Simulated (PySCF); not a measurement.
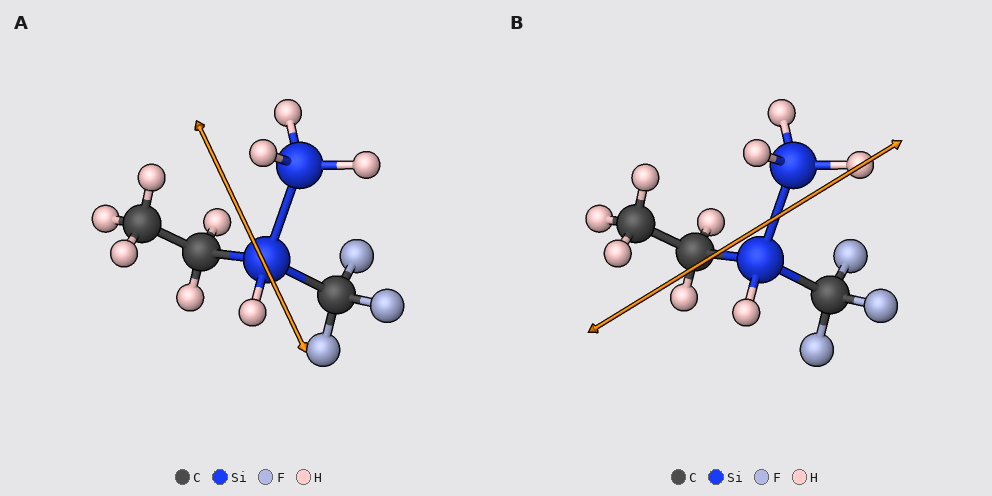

The double arrows show the directions of two transition dipoles from the ground state (lengths mean nothing). Computed geometry: GFN2-xTB optimisation. No frequency run is at hand to confirm it as a minimum. Method: TDDFT CAM-B3LYP/def2-SVPD, vertical, gas phase, core orbitals frozen in the response (PySCF 2.14.0).

### One belongs to singlet state 2 and one to singlet state 4. Which is which?

A: state 2, 7.44 eV (167 nm), oscillator strength 0.024, mainly HOMO → LUMO+1 (weight 0.69).
B: state 4, 7.87 eV (158 nm), oscillator strength 0.029, mainly HOMO−1 → LUMO+1 (weight 0.77).

The geometry is semi-empirical. Around Si such bond lengths and angles can be off by a tenth of an ångström or more and by several degrees, and values that hang on the shape move with them.
